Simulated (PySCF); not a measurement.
In(Vi)(OH)(NH2), SMILES C=[CH][In]([NH2])[OH] at its B3LYP/def2-SVP optimised geometry (Å):

```
11

In    -0.0560    -0.6285     0.0000
C     -1.3883     1.0528     0.0000
C     -0.9932     2.3303     0.0733
H     -2.4615     0.8367    -0.0680
H     -1.7135     3.1593     0.0654
H      0.0601     2.6260     0.1421
O     -0.9143    -2.4427    -0.2153
H     -0.2702    -3.1593    -0.2931
N      1.9945    -0.6285     0.0000
H      2.4591    -1.4769     0.3198
H      2.4615     0.1717     0.4231
```

Computed with B3LYP/def2-TZVP, def2 effective core potentials past Kr in PySCF 2.14.0. The core electrons that the potentials of In replace are not part of the density.

Map of the Laplacian of the electron density (e/bohr⁵), clipped to [-1.50, 1.50] on the plane z = 0.6 Å:

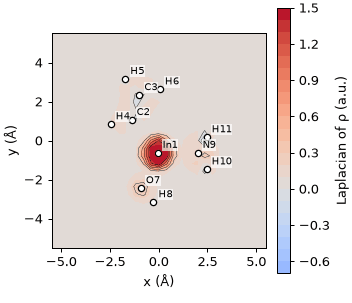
Figure: Laplacian of the electron density (e/bohr⁵), clipped to [-1.50, 1.50] on the plane z = 0.6 Å.
